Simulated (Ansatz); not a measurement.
## Cu2O2: one change and its effect

System: Cu2O2, multiplicity 5.
Method of the first run: UKS PBE0-D4/def2-SVP (Ansatz 0.2.0).

The geometry: PBE0-D4/def2-SVP start. Text and figures count atoms from 1; the logs count them from 0 in places.

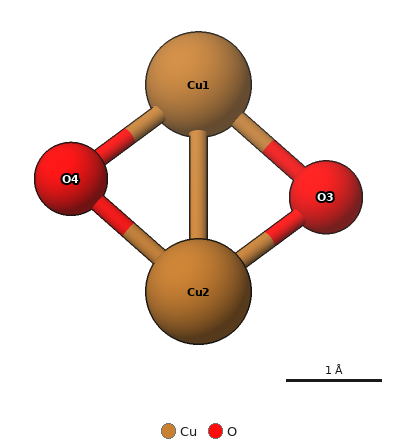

Fig. 1: The input geometry (ball-and-stick view, seen at a tilt; atoms are numbered from 1 in the order of the input). Sticks mark near contacts. Bond lengths as drawn: Cu–Cu 2.34 Å and Cu–O 1.80 Å.

The input, the first run:
```yaml
crystal:
  periodic: [false, false, false]
  atoms:
    - {symbol: Cu, position_ang: [1.159092, -0.155766, 0.071812]}
    - {symbol: Cu, position_ang: [-1.159092, 0.155733, -0.071820]}
    - {symbol: O, position_ang: [0.125746, 0.326330, -1.321898]}
    - {symbol: O, position_ang: [-0.125756, -0.326297, 1.321905]}
basis:
  gaussian: {orbitals: def2-SVP}
magnetization: {spin_polarized: true, initial_magnetization: 4}
hamiltonian: {xc: pbe0, dispersion: d4}
scf: {omitted_lower_state_checks: [starts]}
output: {orbitals: {seedname: orbitals}}
relax: {f_tol: 0.02, max_steps: 100}
```

Command:
```bash
ansatz run in.yaml --threads 4 --pin off --events-out ev --progress --plain --max-ram 3916MiB
```

Hardware: 4 threads of Arm Neoverse V2, 23 GiB of memory available, shared host.

Output, shortened to warnings, some set-up lines, iterations and results (the first run):
```
WARN: the results are in doubt because the forces break the atoms' symmetry
[...]
mean field evaluation 1: about -93328.6413 eV, gradient 4.2e1 eV
mean field evaluation 2: about -93289.1396 eV, gradient 1.1e2 eV
mean field evaluation 4: about -93335.3764 eV, gradient 9.0e0 eV
mean field evaluation 8: about -93335.6094 eV, gradient 1.7e-1 eV
mean field evaluation 16: about -93335.9914 eV, gradient 2.4e0 eV
[... 6 lines ...]
relax step   3: F+E_penalty+E_count = -93337.09233256 eV  Δ(F+E_penalty+E_count) = -1.530e-1 eV  max|allowed force component| = 9.722e-1 eV/Å  Δτ_max = 0.0554 Å  (102 SCF …
relax step   4: F+E_penalty+E_count = -93337.00348581 eV  Δ(F+E_penalty+E_count) = +8.885e-2 eV  max|allowed force component| = 1.624e0 eV/Å  Δτ_max = 0.1500 Å  (73 SCF …
relax step   5: F+E_penalty+E_count = -93337.17421182 eV  Δ(F+E_penalty+E_count) = -8.188e-2 eV  max|allowed force component| = 8.518e-2 eV/Å  Δτ_max = 0.0733 Å  (84 SCF …
mean field evaluation 160: about -93337.0855 eV, gradient 2.4e-5 eV
relax step   6: F+E_penalty+E_count = -93337.17456198 eV  Δ(F+E_penalty+E_count) = -3.502e-4 eV  max|allowed force component| = 1.237e-2 eV/Å  Δτ_max = 0.0044 Å  (74 SCF …
these checks for a lower state are left out or cut short: starts
1046 factors; integrals over basis functions are off by at most 5.7e-4 eV
mean field -93337.08549065 eV, -3430.0746256324 hartree, gradient 1.0e-5 eV, S^2 6.015872; 0 other end points of the search recorded, 0 dependent functions left out
the calculation of the forces begins
reference -93337.08552853 eV, -3430.0746270246 hartree; 39, 35 occupied and 51, 55 virtual orbitals, 1046 factors
Total energy: -93337.17459986 eV, -3430.0779003356 hartree
Atom 0 at     1.345351    -0.172011     0.049392 Å, force     0.004892    -0.001169     0.002286 eV/Å
Atom 1 at    -1.338930     0.188681    -0.116923 Å, force    -0.005277     0.000198     0.001654 eV/Å
Atom 2 at     0.114202     0.296352    -1.200524 Å, force     0.001181     0.003052    -0.012368 eV/Å
Atom 3 at    -0.120632    -0.313021     1.268054 Å, force    -0.000796    -0.002081     0.008428 eV/Å
Dipole moment:    -0.013091    -0.033945     0.137514 e Å
Checks for a lower state left out: starts
```

The input of the second run differs as follows (lines with − go, lines with + come):
```diff
-magnetization: {spin_polarized: true, initial_magnetization: 4}
+magnetization: {spin_polarized: true, initial_magnetization: 2}
```

Predict how the results change.

With the same method and basis, the second run lies 47.5 kcal/mol lower. The HOMO goes from −4.33 to −6.17 eV. The LUMO goes from −4.15 to −3.50 eV. The dipole moment goes from 0.68 to 0.00 D. On the same kind of shared host the second run took about 0.38 times as long.

Output, shortened to warnings, some set-up lines, iterations and results (the second run):
```
[...]
mean field evaluation 1: about -93329.0041 eV, gradient 4.8e1 eV
mean field evaluation 2: about -93252.2476 eV, gradient 1.3e2 eV
mean field evaluation 4: about -93337.3547 eV, gradient 1.4e1 eV
mean field evaluation 8: about -93338.1444 eV, gradient 4.4e-1 eV
mean field evaluation 16: about -93338.1458 eV, gradient 1.4e-2 eV
mean field evaluation 32: about -93339.0660 eV, gradient 2.5e-5 eV
relax step   1: F+E_penalty+E_count = -93339.15486471 eV  Δ(F+E_penalty+E_count) = +0.000e0 eV  max|allowed force component| = 1.320e0 eV/Å  Δτ_max = 0.0000 Å  (201 SCF …
relax step   2: F+E_penalty+E_count = -93339.20960994 eV  Δ(F+E_penalty+E_count) = -5.475e-2 eV  max|allowed force component| = 7.059e-1 eV/Å  Δτ_max = 0.0299 Å  (78 SCF …
relax step   3: F+E_penalty+E_count = -93339.23019312 eV  Δ(F+E_penalty+E_count) = -2.058e-2 eV  max|allowed force component| = 2.242e-1 eV/Å  Δτ_max = 0.0276 Å  (84 SCF …
mean field evaluation 64: about -93338.9884 eV, gradient 3.8e-3 eV
relax step   4: F+E_penalty+E_count = -93339.23290174 eV  Δ(F+E_penalty+E_count) = -2.709e-3 eV  max|allowed force component| = 6.655e-3 eV/Å  Δτ_max = 0.0122 Å  (84 SCF …
these checks for a lower state are left out or cut short: starts
1046 factors; integrals over basis functions are off by at most 4.7e-4 eV
mean field -93339.14469905 eV, -3430.1503001454 hartree, gradient 5.0e-6 eV, S^2 2.040374; 0 other end points of the search recorded, 0 dependent functions left out
the calculation of the forces begins
reference -93339.14475058 eV, -3430.1503020392 hartree; 38, 36 occupied and 52, 54 virtual orbitals, 1046 factors
Total energy: -93339.23295327 eV, -3430.1535434284 hartree
Atom 0 at     1.151990    -0.154345     0.071487 Å, force    -0.006655    -0.001267    -0.000946 eV/Å
Atom 1 at    -1.151890     0.155232    -0.071259 Å, force     0.006145    -0.002987    -0.000153 eV/Å
Atom 2 at     0.131421     0.340726    -1.382198 Å, force     0.000501     0.002765    -0.002034 eV/Å
Atom 3 at    -0.131531    -0.341613     1.381968 Å, force     0.000009     0.001490     0.003132 eV/Å
Dipole moment:     0.000107     0.000899     0.000232 e Å
Checks for a lower state left out: starts
```

The two runs side by side:

| quantity | the first run | the second run |
| --- | --- | --- |
| outcome | converged | converged |
| total energy (hartree) | −3430.077900 | −3430.153543 |
| HOMO (eV) | −4.33 | −6.17 |
| LUMO (eV) | −4.15 | −3.50 |
| dipole moment (D) | 0.68 | 0.00 |
| ⟨S²⟩ | 6.016 | 2.040 |
| largest force (eV/Å) | 0.013 | 0.007 |
| basis functions | 90 | 90 |
| wall time (shared host) | 65 s | 25 s |
